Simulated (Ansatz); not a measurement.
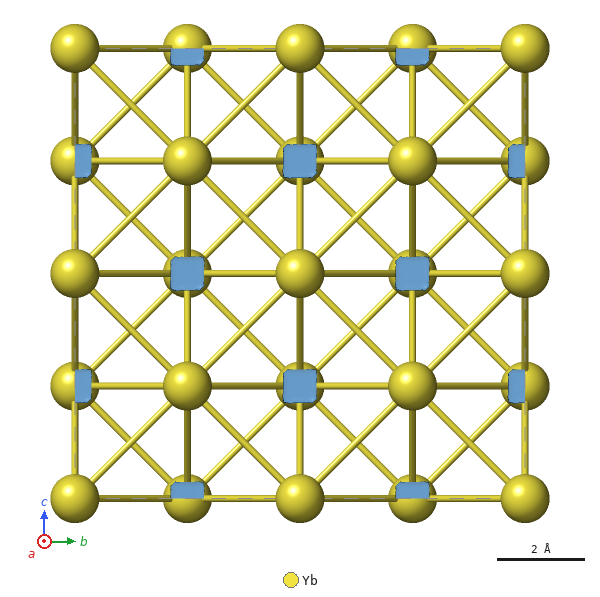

The blue surface encloses the points that the centre of a probe sphere of radius 0.35 Å can occupy in Yb (Fm-3m), computed on a grid of about 0.14 Å (2×2×2 cells shown, view along the a axis; pale faces close the region where the box cuts it).

Atoms are hard spheres with covalent radii (Cordero): Yb 1.87 Å.

Origin of the cell: the input geometry of an electronic-structure calculation (not necessarily at equilibrium).

```
Yb
1.0
     5.19596    0.00000    0.00000
     0.00000    5.19596    0.00000
     0.00000    0.00000    5.19596
Yb
4
Direct
  0.00000 0.00000 0.00000
  0.00000 0.50000 0.50000
  0.50000 0.00000 0.50000
  0.50000 0.50000 0.00000
```

**Describe the connectivity of the accessible space.**

They are isolated pockets that do not connect across cells.

**What share of the cell can the probe's centre reach?**

About 1.5 % of the volume (2.1 Å³ of 140.3 Å³).

**Give the largest included and the largest free sphere.**

The largest sphere that fits anywhere has a diameter of 1.46 Å; the largest that can travel through the crystal, about 0.5 Å.

**How does the connectivity change as the probe shrinks?**

Below a radius of about 0.25 Å the space forms a three-dimensional network. These are grid estimates, good to about 0.05 Å.
